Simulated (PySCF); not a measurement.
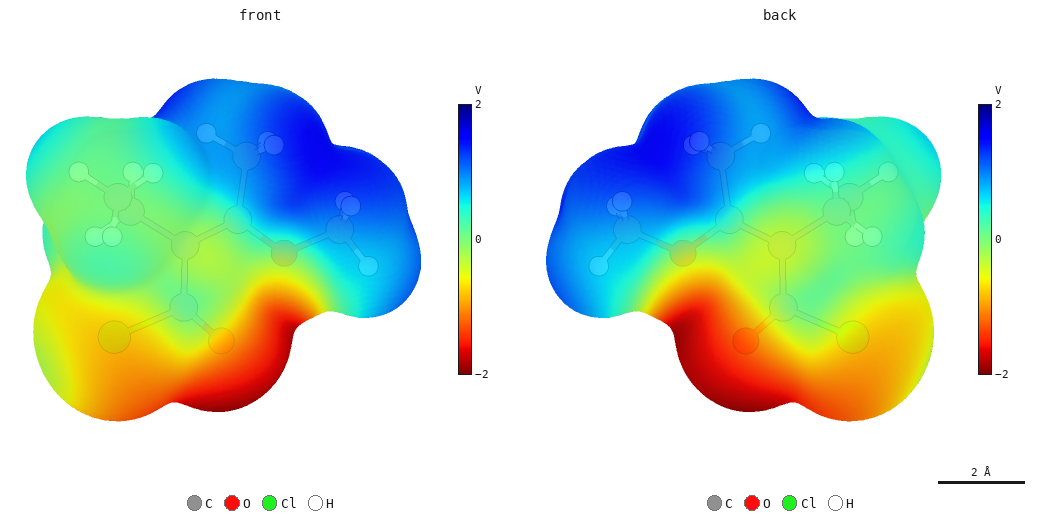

The picture shows: C₇H₁₁ClO₂ (SMILES CC/C(C(=O)Cl)=C(\C)OC). The electrostatic potential painted on the density surface at 0.002 e/bohr³, seen from the front and from behind; red is negative and blue positive.

Geometry: GFN2-xTB.

Theory: PBE0/pcSseg-1, SCF density, gas phase, non-relativistic (PySCF 2.14.0).

```xyz
21

C     2.3932   -0.8126    0.6691
C     1.6843   -0.5779   -0.6658
C     0.5916    0.4533   -0.5458
C     0.8709    1.8466   -0.8045
O     0.1276    2.7761   -0.8553
Cl    2.6186    2.2044   -1.0562
C    -0.6782    0.1328   -0.1502
C    -1.1039   -1.2549    0.2165
O    -1.5884    1.1124   -0.0769
C    -2.9026    0.8552    0.3588
H     1.6890   -1.1333    1.4333
H     3.1590   -1.5762    0.5587
H     2.8682    0.1052    1.0036
H     1.2765   -1.5166   -1.0425
H     2.4160   -0.2314   -1.3940
H    -0.2928   -1.9639    0.1174
H    -1.4531   -1.2771    1.2487
H    -1.9281   -1.5729   -0.4223
H    -3.4072    1.8193    0.3251
H    -2.9272    0.4734    1.3833
H    -3.4222    0.1551   -0.3014
```

Question: Which sites attract a positive test charge, and which a negative one?

Answer: A positive charge is drawn to the negative regions and a negative charge to the positive ones. The most negative region (about −1.9 V) lies over O5, the most positive (about +1.5 V) over H17, H18, H20 and H21. O5 is the likeliest acceptor of a hydrogen bond.
